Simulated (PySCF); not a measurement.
C$_{3}$H$_{12}$O$_{3}$Si$_{3}$

The calculation's input:

```
{"job": {"xc": "PBE0", "basis": "pcSseg-1", "kind": "nmr", "pop": true}, "charge": 0, "multiplicity": 1}
C      3.226031    -0.745752    -0.406765
Si     1.539248    -0.606500     0.426529
O      1.096307     0.959021     0.497753
Si    -0.225692     1.725375    -0.065471
C     -1.133455     2.556325     1.365098
O     -1.214357     0.628264    -0.751566
Si    -0.968337    -0.938397    -1.121629
C     -2.394332    -1.960749    -0.427094
O      0.432279    -1.422230    -0.446073
H      3.218003    -0.342850    -1.415897
H      3.976089    -0.206618     0.161384
H      3.537228    -1.782989    -0.464420
H      1.435198    -1.118020     1.789549
H      0.246924     2.591243    -1.140651
H     -0.493477     3.289336     1.843789
H     -1.445986     1.841581     2.121606
H     -2.017861     3.072279     1.007712
H     -0.753314    -0.998080    -2.563612
H     -2.481181    -1.862336     0.651600
H     -2.252568    -3.011401    -0.655181
H     -3.335665    -1.650561    -0.867311
```

Launched as:

```sh
OMP_NUM_THREADS=1 python ens_run.py task.json out
```

Geometry: GFN2-xTB.

Computed with PBE0/pcSseg-1, SCF density, gas phase, non-relativistic (PySCF).

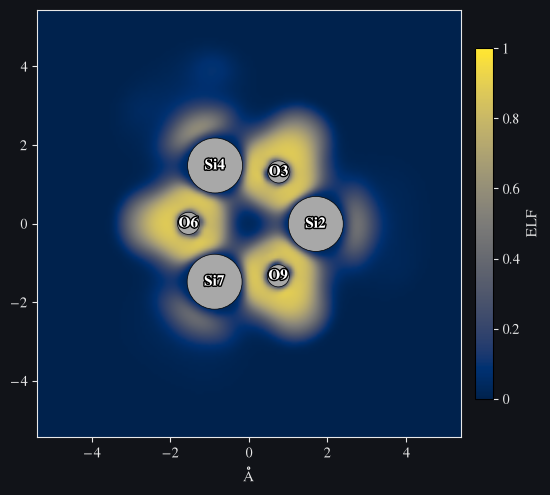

Figure 1. Electron localisation function on the plane of atoms Si2, O9 and Si7. Grey discs cover the atomic cores.

Interpret the plot.

Answer. The plane passes through Si and O nuclei.
Si–O (1.63 Å): the ELF peaks at about 0.85 between the atoms: a polar covalent bond.
The ELF also peaks beside O9, O6 and O3, away from the bonds: lone-pair regions.

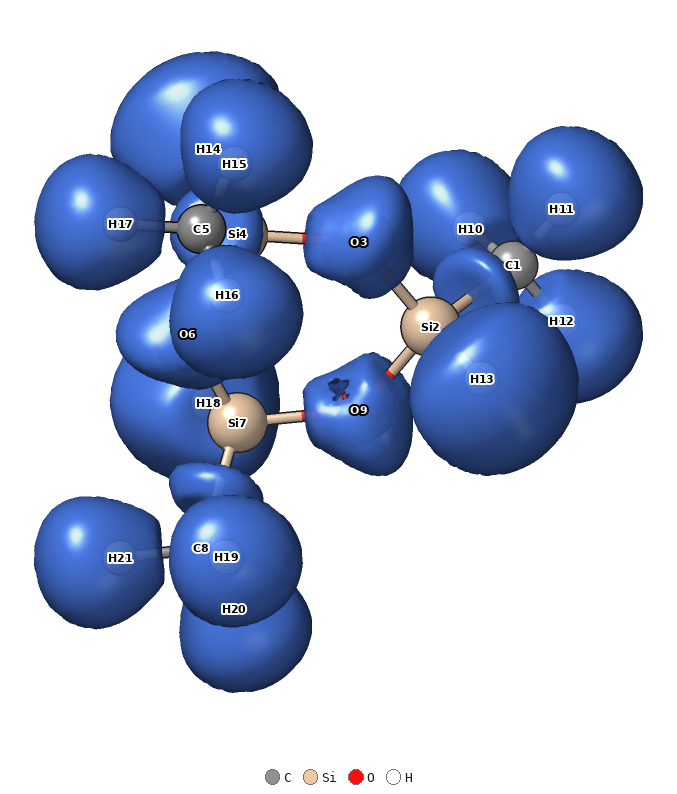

Figure 2. Isosurface of the ELF at 0.8 (blue), seen at a tilt. Core shells and regions of very low density are left out.

Describe the localisation domains.

Answer. At this value the surface marks out three regions between bonded C–Si atoms (shared pairs), twelve regions around hydrogen nuclei and three regions wrapped around O (its lone pairs, merged into a ring or cap).


 C–Si (1.89 Å): the ELF peaks at about 0.95 between the atoms: a shared electron pair.

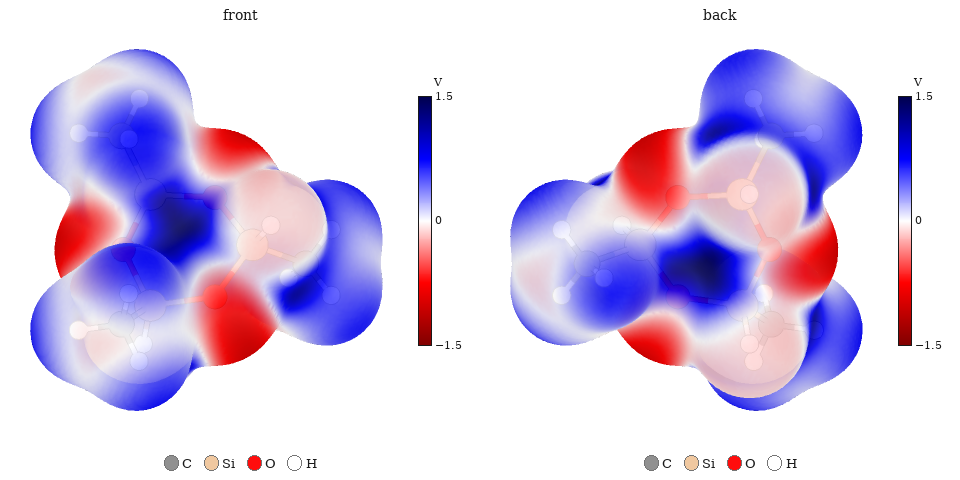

Figure 3. The molecular electrostatic potential painted on the density surface at 0.002 e/bohr³, seen from the front and from behind; red is negative and blue positive.

Where is the surface potential most negative and most positive?

Answer. The most negative region (about −1.0 V, or −23 kcal/mol for a unit charge) lies over O3, O6 and O9, the most positive (about +1.4 V, or +32 kcal/mol for a unit charge) over Si2, Si4 and Si7.
